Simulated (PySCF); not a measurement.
# CuH12P4 ([Cu(PH3)4]2+): the cost of one run

Computed with PySCF 2.14.0 and routines of our own; the level stands in each step. Atoms count from 0.

### Step 1. The starting structure

17 atoms, charge 2, states of the metal's open shell are computed; geometry from: model start, shaken.

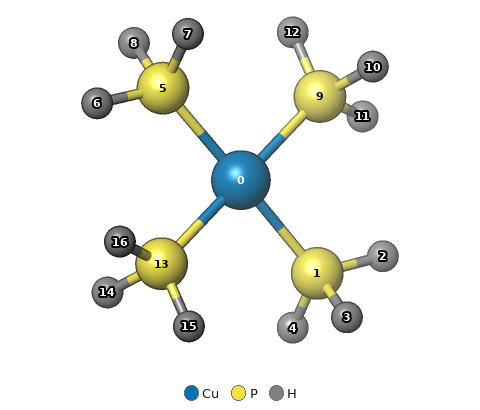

The starting geometry (copper blue, phosphorus yellow, hydrogen grey); sticks join atoms by distance alone.

### Step 2. Optimising the geometry at PBE0-D3(BJ)/def2-SVP

Job settings and geometry (Å):

```
{"job": {"xc": "PBE0", "basis": "def2-SVP", "d3": "d3bj", "grid": 1, "maxiter": 45, "solvent": "water", "kind": "geom"}, "charge": 2, "metal": "Cu", "open_shell": "d9"}
Cu     0.000020     0.004480    -0.004110
P      2.356640    -0.006820    -0.014870
H      3.059330     1.262060    -0.007380
H      3.049120    -0.613630     1.080920
H      3.060010    -0.634940    -1.076010
P     -2.359570    -0.020160    -0.006860
H     -3.086950    -1.261300    -0.027630
H     -3.061960     0.601970     1.079640
H     -3.056080     0.618180    -1.113320
P     -0.008080     2.369270     0.001700
H     -0.022950     3.051260     1.227280
H      1.063440     3.074340    -0.633090
H     -1.076060     3.071700    -0.629730
P     -0.001680    -2.368340     0.000960
H     -0.018380    -3.057290    -1.221580
H      1.052360    -3.045540     0.622770
H     -1.085190    -3.028420     0.632410
```

Launch:

```console
> OMP_NUM_THREADS=1 python lf_run.py task.json out
```

One launch serves the whole session: the jobs run in the order shown.

**Question.** How long does this first job take on 1 thread of Arm Neoverse V2, shared host, and how much memory does it need?

About 11 min, with a peak of 1.4 GiB.
